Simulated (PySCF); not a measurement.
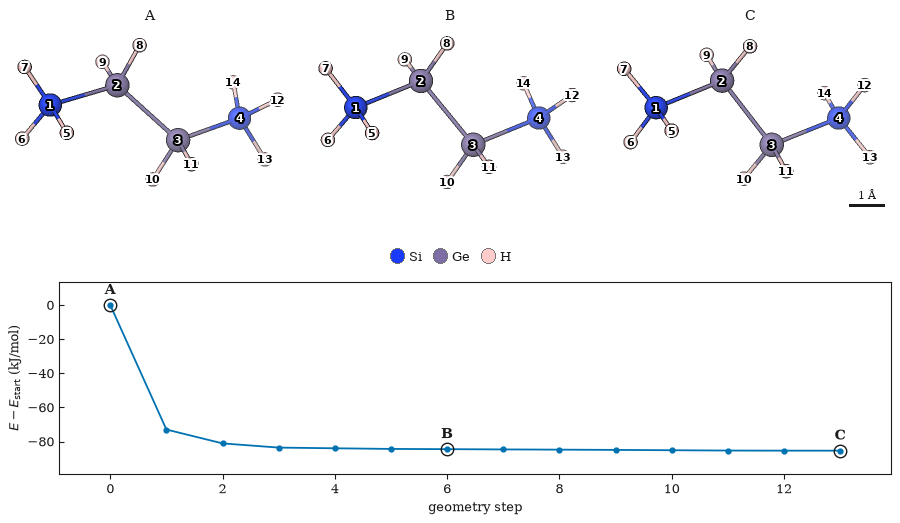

Frames of a relaxation of Ge₂Si₂H₁₀, marked on the history of the run. A ball-and-stick model, seen at a tilt.

The start comes from GFN2-xTB. Its atoms were then displaced at random by about 0.03 Å.

All numbers below come from PBE0-D3(BJ)/def2-SVP geometry optimisation, gas phase (PySCF). 

What happens along the run?

H12 moves most after the best rigid fit: 0.56 Å. Largest moves by element: H 0.56 Å, Ge 0.23 Å, Si 0.20 Å. Some distances before and after: Ge3–Si4 2.195 → 2.383 Å, Si4–H13 1.604 → 1.495 Å, Si1–H7 1.391 → 1.495 Å, Ge2–H9 1.456 → 1.543 Å. Bond angles that change, for instance: Si1–Ge2–Ge3 124.4° → 110.6°, Ge2–Ge3–Si4 121.7° → 110.9°, H8–Ge2–H9 98.3° → 107.7°. Groups turn about Ge3–Si4 by about 25°. Over 13 geometry steps the energy falls by 85.3 kJ/mol. Cost: 6.5 min on 1 thread of Intel(R) Xeon(R) Processor @ 2.50GHz, on a shared host. From step 0 to 6: H14 moves most (0.28 Å), energy −84.5 kJ/mol. From step 6 to 13: H atoms move most (0.38 Å), energy −0.89 kJ/mol.

```json
{"step": "0", "E − E(0), kJ/mol": "0.00"}
{"step": "1", "E − E(0), kJ/mol": "-72.96"}
{"step": "2", "E − E(0), kJ/mol": "-81.09"}
{"step": "3", "E − E(0), kJ/mol": "-83.54"}
{"step": "4", "E − E(0), kJ/mol": "-83.95"}
{"step": "5", "E − E(0), kJ/mol": "-84.33"}
{"step": "6", "E − E(0), kJ/mol": "-84.46"}
{"step": "7", "E − E(0), kJ/mol": "-84.62"}
{"step": "8", "E − E(0), kJ/mol": "-84.75"}
{"step": "9", "E − E(0), kJ/mol": "-84.90"}
{"step": "10", "E − E(0), kJ/mol": "-85.09"}
{"step": "11", "E − E(0), kJ/mol": "-85.28"}
{"step": "12", "E − E(0), kJ/mol": "-85.34"}
{"step": "13", "E − E(0), kJ/mol": "-85.35"}
```
